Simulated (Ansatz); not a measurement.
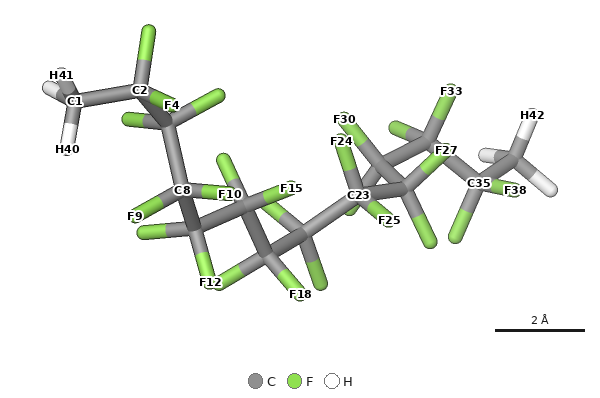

The structure (stick view, seen at a tilt; atoms are numbered from 1 in the order of the input). Bond lengths as drawn: C–C 1.51 to 1.58 Å, C–F 1.35 to 1.37 Å and C–H 1.10 to 1.11 Å.

**Single-point calculation, with input and output: C14H6F24**

- system: C14H6F24, multiplicity 3
- method: UKS PBE-D4/def2-SVP (Ansatz 0.2.0)

The geometry comes from this level: PBE-D4/def2-SVP.

**The input**
```yaml
crystal:
  periodic: [false, false, false]
  atoms:
    - {symbol: C, position_ang: [-7.158745, 0.266899, 0.208987]}
    - {symbol: C, position_ang: [-6.032745, -0.432895, 0.933471]}
    - {symbol: F, position_ang: [-5.983622, 0.000007, 2.229979]}
    - {symbol: F, position_ang: [-6.240010, -1.786522, 0.963205]}
    - {symbol: C, position_ang: [-4.595793, -0.189399, 0.350094]}
    - {symbol: F, position_ang: [-3.682314, -0.494555, 1.303237]}
    - {symbol: F, position_ang: [-4.482329, 1.134999, 0.046568]}
    - {symbol: C, position_ang: [-4.244933, -1.028765, -0.919621]}
    - {symbol: F, position_ang: [-5.289386, -0.952801, -1.796937]}
    - {symbol: F, position_ang: [-4.068442, -2.318707, -0.571234]}
    - {symbol: C, position_ang: [-2.988993, -0.560771, -1.750525]}
    - {symbol: F, position_ang: [-2.847890, -1.478011, -2.742371]}
    - {symbol: F, position_ang: [-3.264248, 0.640720, -2.301823]}
    - {symbol: C, position_ang: [-1.634418, -0.466034, -0.969741]}
    - {symbol: F, position_ang: [-1.512392, -1.544462, -0.158863]}
    - {symbol: F, position_ang: [-1.656387, 0.663026, -0.221298]}
    - {symbol: C, position_ang: [-0.387495, -0.428680, -1.916985]}
    - {symbol: F, position_ang: [-0.182218, -1.661448, -2.425265]}
    - {symbol: F, position_ang: [-0.648060, 0.431322, -2.935425]}
    - {symbol: C, position_ang: [0.964642, 0.077674, -1.279152]}
    - {symbol: F, position_ang: [1.896260, -0.068334, -2.254563]}
    - {symbol: F, position_ang: [0.831890, 1.391992, -0.989831]}
    - {symbol: C, position_ang: [1.454118, -0.677623, -0.004338]}
    - {symbol: F, position_ang: [0.678062, -0.316401, 1.042561]}
    - {symbol: F, position_ang: [1.313935, -2.011392, -0.215750]}
    - {symbol: C, position_ang: [2.967443, -0.477765, 0.398035]}
    - {symbol: F, position_ang: [3.113493, -1.143097, 1.571577]}
    - {symbol: F, position_ang: [3.732248, -1.067615, -0.546687]}
    - {symbol: C, position_ang: [3.444704, 0.994222, 0.594574]}
    - {symbol: F, position_ang: [2.495666, 1.660112, 1.304241]}
    - {symbol: F, position_ang: [3.567323, 1.573805, -0.622524]}
    - {symbol: C, position_ang: [4.790913, 1.201468, 1.379263]}
    - {symbol: F, position_ang: [4.591341, 0.859214, 2.676709]}
    - {symbol: F, position_ang: [5.029744, 2.543262, 1.324650]}
    - {symbol: C, position_ang: [6.066419, 0.469513, 0.866531]}
    - {symbol: C, position_ang: [7.327519, 0.942598, 1.552178]}
    - {symbol: F, position_ang: [6.151408, 0.664628, -0.484569]}
    - {symbol: F, position_ang: [5.891129, -0.871073, 1.083791]}
    - {symbol: H, position_ang: [-6.991978, 1.359077, 0.225060]}
    - {symbol: H, position_ang: [-7.229084, -0.078818, -0.836764]}
    - {symbol: H, position_ang: [-8.099616, 0.031323, 0.741345]}
    - {symbol: H, position_ang: [7.239191, 0.793748, 2.644055]}
    - {symbol: H, position_ang: [8.173195, 0.343366, 1.166223]}
    - {symbol: H, position_ang: [7.500445, 2.012194, 1.337912]}
basis:
  gaussian: {orbitals: def2-SVP, fitting: {mean_field: def2-universal-jkfit}, initial_orbitals: start.molden}
magnetization: {spin_polarized: true, initial_magnetization: 2}
hamiltonian: {xc: pbe, dispersion: d4}
scf: {omitted_lower_state_checks: [starts]}
output: {orbitals: {seedname: orbitals}}
```

Command:
```bash
ansatz run in.yaml --threads 2 --pin off --events-out ev --progress --plain --max-ram 32768MiB --backend cuda --devices 0, --max-vram 18GiB
```

**Log**
```
Functional definition: PBE
  name "PBE"
  cite "Perdew, Burke & Ernzerhof, Phys. Rev. Lett. 77, 3865 (1996) doi:10.1103/PhysRevLett.77.3865"
  parent pbe
  parameter kappa = 0.804
  parameter beta = 0.06672455060314922
  exchange = pbe_x(kappa = kappa, mu = beta*pi^2/3)
  correlation = pbe_c(beta = beta)
these checks for a lower state are left out or cut short: starts
3006 factors; integrals over basis functions are off by at most 2.4e-1 eV
mean field evaluation 1: about -79672.9894 eV, gradient 1.3e1 eV
mean field evaluation 2: about -79673.7483 eV, gradient 8.1e-1 eV
mean field evaluation 4: about -79673.7890 eV, gradient 2.6e-1 eV
mean field evaluation 8: about -79673.7923 eV, gradient 2.0e-5 eV
mean field evaluation 16: about -79673.7923 eV, gradient 3.6e-6 eV
mean field -79673.79227862 eV, -2927.9578614031 hartree, gradient 3.6e-6 eV, S^2 2.000628; 0 other end points of the search recorded, 0 dependent functions left out
reference -79673.79232741 eV, -2927.9578631962 hartree; 154, 152 occupied and 408, 410 virtual orbitals, 3006 factors
Total energy: -79675.36798438 eV, -2928.0157675219 hartree
Checks for a lower state left out: starts
```

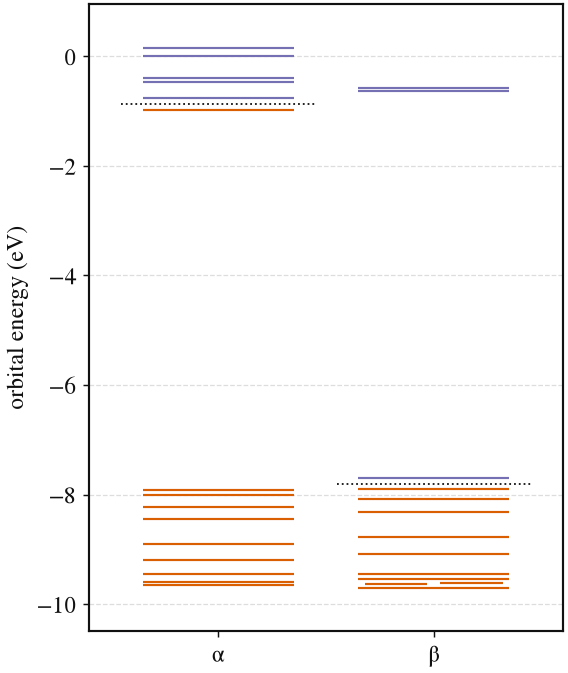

Orbital energies near the frontier for α and β spins; the dotted line parts filled from empty levels, and levels within 0.02 eV of each other stand side by side. α: highest filled −0.97 eV, lowest empty −0.75 eV, 0.22 eV apart; β: highest filled −7.90 eV, lowest empty −7.70 eV, 0.20 eV apart.

**Key numbers**

| quantity | value |
| --- | --- |
| outcome | converged |
| total energy | −79675.3680 eV |
| mean-field energy | −79673.7923 eV |
| dispersion energy | −1.5757 eV |
| ⟨S²⟩ | 2.001 |
| SCF solution under orbital rotations | stable |
| HOMO (either spin) | −0.97 eV |
| LUMO (either spin) | −7.70 eV |
| hardware | 2 CPU threads, shared host |
| wall time | 8.5 s (CPU time 9.8 s) |
| peak memory | 1.3 GiB |
